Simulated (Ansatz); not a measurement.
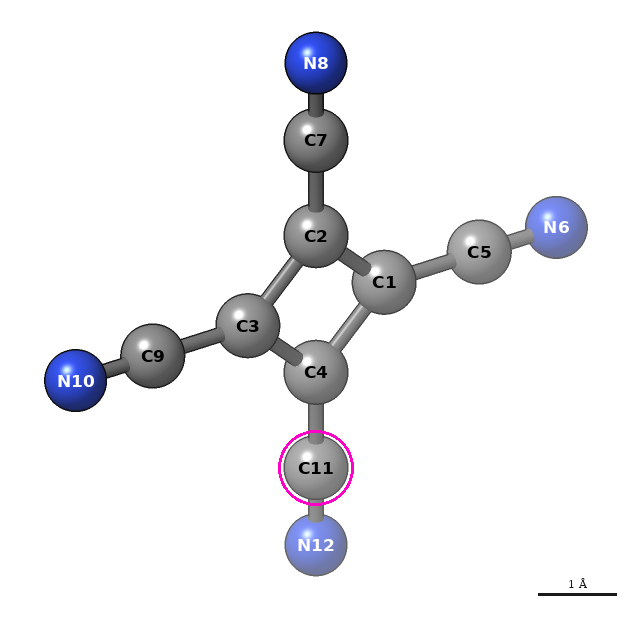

Source: calculation with Ansatz.

Orthographic view. Distant atoms are faded towards the background colour. Charge 0, triplet. Geometry: a fixed input geometry, not necessarily a minimum.

Name the neighbours of the circled atom.

Answer. The circled atom is C11; it is bonded to C4, N12.

What is the shortest path along bonds from the circled atom to C9?

Answer. C11–C4–C3–C9, 3 bonds; through space the two are 3.47 Å apart.

Of C1 and C2, which is nearer the viewer?

Answer. C2; the bond to C1 points away from the viewer, so it looks shorter than its 1.45 Å.

The spin state was imposed, and no run here compares it with a lower spin, which may lie lower.
